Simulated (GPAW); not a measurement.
# Surface energy and work function of Zn(0001) from slabs of 3 to 12 layers (LDA)

How do energy and work function of Zn(0001) films settle with thickness, and what surface energy follows?

How it was computed: GPAW 26.7.0, plane waves at 450 eV with PAW setups; symmetric 1×1 slabs cut at the tabulated lattice constant (two decimals; low-temperature values for the alkali metals), atoms at bulk places, 7.5 Å of vacuum on each side, one in-plane mesh for all thicknesses, Fermi-Dirac smearing of 0.1 eV. Energies are extrapolated to zero smearing and count from the program's reference atoms. Functional LDA. The cell's area is 6.128 Å².

What came out, but for one run:

| layers | energy (eV) | work function (eV) |
| --- | --- | --- |
| 3 | −5.2399 | 4.52 |
| 4 | −7.1863 | 4.37 |
| 5 | −9.0583 | 4.32 |
| 6 | −10.9678 | 4.41 |
| 7 | −12.8831 | 4.46 |
| 8 | −14.7857 | 4.42 |
| 9 | −16.6923 | 4.37 |
| 10 | −18.6001 | 4.39 |
| 11 | −20.5165 | 4.41 |
| 12 | ? | ? |

To predict: What surface energy do these runs give, and what energy and work function should the 12-layer slab have?

**Working.** A slab of n layers has E(n) = nε + 2Aγ once its middle is bulk-like. A line through n = 6 to 11 has the slope ε = −1.9086 eV a layer and the intercept 2Aγ = 0.4822 eV (r.m.s. residual 3.4 meV). So γ = 0.4822 / (2 × 6.128 Å²) = 0.0393 eV/Å² = 0.63 J/m², with a standard error of about 0.01 J/m² from the scatter about the line. For 12 layers: 0.4822 + 12 × (−1.9086) = −22.421 eV; the run gives −22.429 eV, 7.7 meV under the line. The work function has no such law: from 6 to 11 layers it moves between 4.37 and 4.46 eV (mean 4.41), and the 12-layer slab gives 4.41 eV. The thinnest slab, 3 layers, lies +0.11 eV from that mean. The values go up and down with thickness, as expected where levels confined across the film cross the Fermi level one by one.

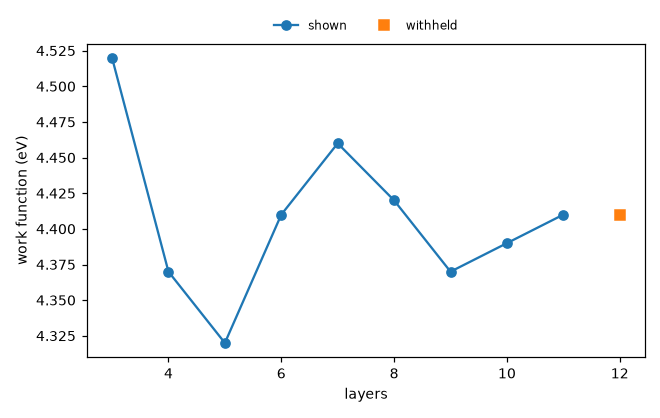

Work function against thickness.

**Limits.** The surfaces are unrelaxed, so γ is an upper bound for this functional and lattice constant. The tabulated lattice constant isn't the functional's own, which strains the slab a little.
